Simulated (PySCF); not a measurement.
**Run report: BiSi3H9, single-point calculation**

System: BiSi3H9 (Bi(SiH3)3).
Method: RKS B3LYP, Bi def2-SVP with ECP60, Si def2-SVP, H def2-SVP; non-relativistic Hamiltonian with a scalar-relativistic core potential; density fitting (PySCF 2.14.0).

It belongs to a series of runs on one base structure; here: finer grid at the relaxed geometry.

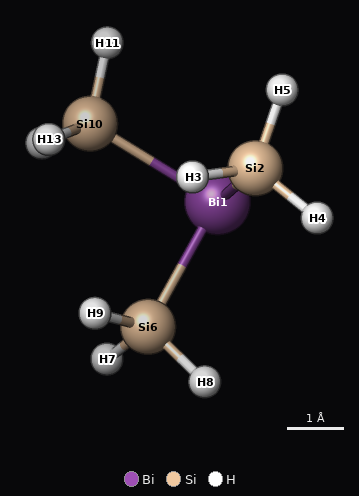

Fig. 1: The structure as given in the input (ball-and-stick view, seen at a tilt; atoms are numbered from 1 in the order of the input). Sticks mark near contacts.

## Summary

- outcome: converged
- total energy: −1088.390671 hartree
- HOMO: −6.85 eV
- LUMO: −0.77 eV
- largest force (length of the vector): 0.028 eV/Å
- dipole moment: 0.66 D
- hardware: 2 threads of Arm Neoverse V2, 24 GiB of memory available, shared host
- wall time: 31 s (CPU time 63 s)
- peak memory: 3 GiB

## Input
```python
mol = gto.M(atom='''
Bi    -0.12583    -1.54345    -0.08192
Si    -1.14787    -0.04742     1.92290
H     -0.91661     1.41468     1.73146
H     -2.61830    -0.29374     2.00672
H     -0.52401    -0.46859     3.21248
Si    -1.17098     0.11944    -1.93787
H     -0.64061    -0.25989    -3.28199
H     -2.65601    -0.03951    -1.95591
H     -0.84437     1.55200    -1.67642
Si     2.19183    -0.15430    -0.06157
H      3.00118    -0.56375     1.12446
H      2.96157    -0.48564    -1.29801
H      1.97288     1.32146    -0.01259''',
    basis={'Bi': 'def2-SVP', 'Si': 'def2-SVP', 'H': 'def2-SVP'},
    ecp={'Bi': 'def2-SVP'},
    charge=0, spin=0)
mf = dft.RKS(mol, xc='B3LYP')
mf.grids.atom_grid = (75, 302)  # f atoms: at least (60, 302), unpruned
mf = mf.density_fit()  # Bi def2-universal-JKFIT, Si def2-universal-JKFIT, H def2-universal-JKFIT
mf.conv_tol = 1e-09; mf.max_cycle = 55
mf.kernel(dm0)
```

The script is an equivalent of the set-up of the self-consistent field. The run itself was carried out by a driver, which started from the orbitals of the step before it where there was one and computed the further properties.

Run as:
```bash
OMP_NUM_THREADS=2 python <driver script>
```

## What the program printed
```
init E= -1088.39067087104
  HOMO = -0.251855243952346  LUMO = -0.0284064414219797  gap/eV = 6.08035
cycle= 1 E= -1088.39067089082  delta_E= -1.98e-08  |g|= 4.06e-05  |ddm|= 0.000768
  HOMO = -0.251854905332136  LUMO = -0.0284075686433148  gap/eV = 6.08031
cycle= 2 E= -1088.39067089046  delta_E= 3.54e-10  |g|= 4.97e-05  |ddm|= 0.000154
  HOMO = -0.251856361809398  LUMO = -0.0284076580316362  gap/eV = 6.08035
cycle= 3 E= -1088.39067089154  delta_E= -1.08e-09  |g|= 4.85e-06  |ddm|= 9.41e-05
  HOMO = -0.251855424952559  LUMO = -0.0284071927394547  gap/eV = 6.08034
cycle= 4 E= -1088.39067089154  delta_E= -4.55e-12  |g|= 2.14e-06  |ddm|= 1.3e-05
  HOMO = -0.251856149921485  LUMO = -0.0284076692168468  gap/eV = 6.08034
Extra cycle  E= -1088.39067089155  delta_E= -2.27e-12  |g|= 2.34e-06  |ddm|= 8.76e-06
converged SCF energy = -1088.39067089155
```

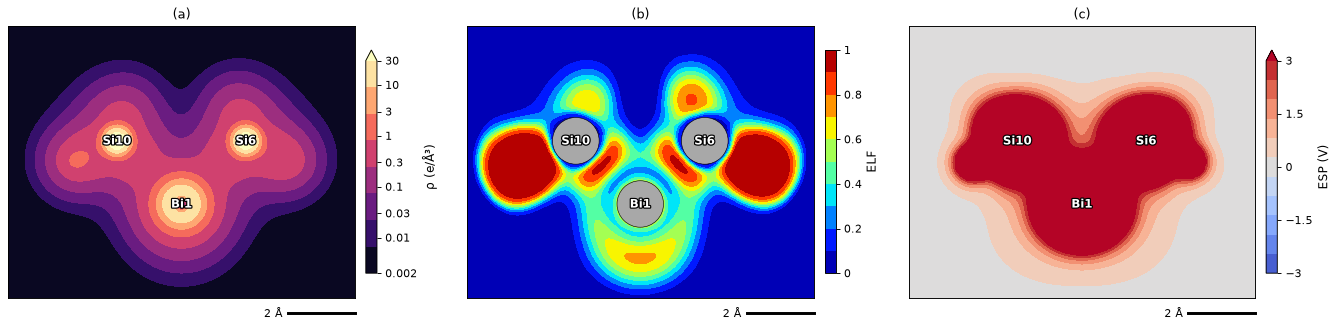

Fig. 2: (a) total electron density; (b) ELF; (c) electrostatic potential on the plane of atoms Si6, Bi1 and Si10. Grey discs, where drawn, cover atomic cores. The potential has no marked negative region in this plane.

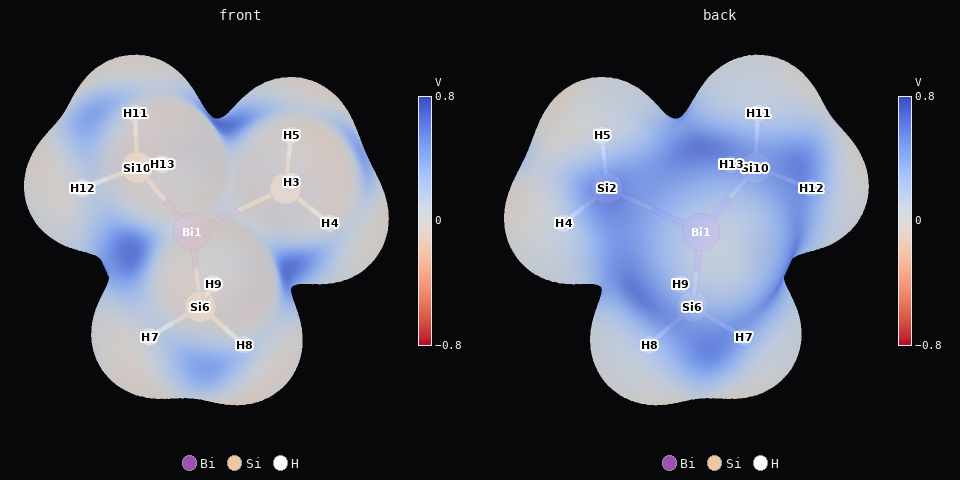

Fig. 3: The molecular electrostatic potential painted on the density surface at 0.001 e/bohr³, seen at a tilt and from behind; red is negative and blue positive.

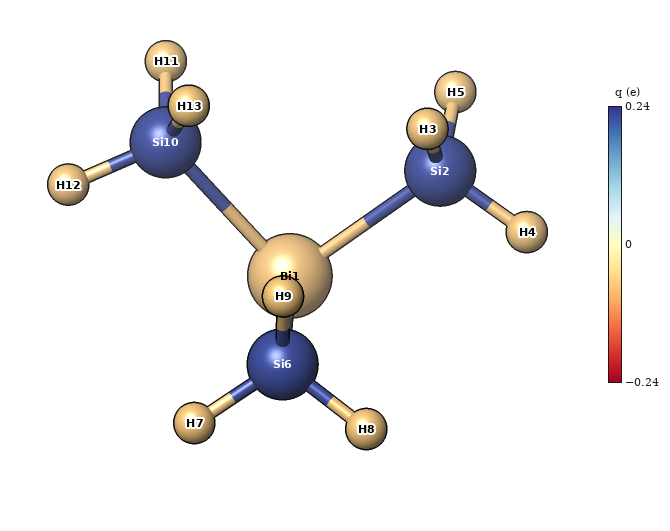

Fig. 4: Mulliken charges, as the colour of each atom (ball-and-stick view, seen at a tilt; atoms are numbered from 1 in the order of the input; Mulliken charges depend strongly on the basis). By element: Bi −0.07, Si +0.22 to +0.23 and H −0.07 to −0.06 e.
